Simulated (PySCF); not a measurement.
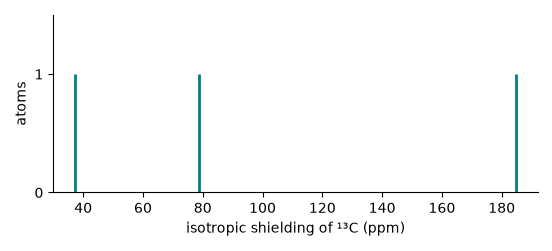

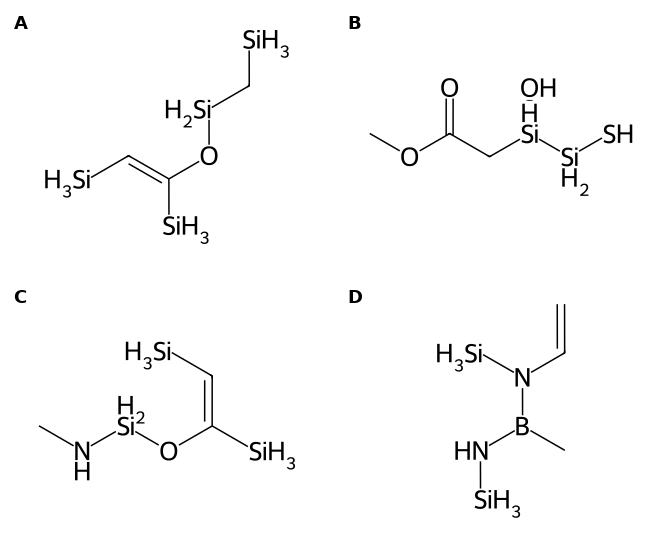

The sticks are computed shieldings of one of the molecules, for one fixed geometry (GFN2-xTB) without averaging over rotations. Low shielding means a high chemical shift. Method: GIAO PBE0/pcSseg-1 NMR shielding, non-relativistic, gas phase (PySCF 2.14.0).

> Which molecule gives this pattern?

D, `C=CN([SiH3])B(C)N[SiH3]`. Its 3 C atoms give lines at 37.3, 78.7, 184.7 ppm.

The geometry is semi-empirical. Around B, Si such bond lengths and angles can be off by a tenth of an ångström or more and by several degrees, and values that hang on the shape move with them.
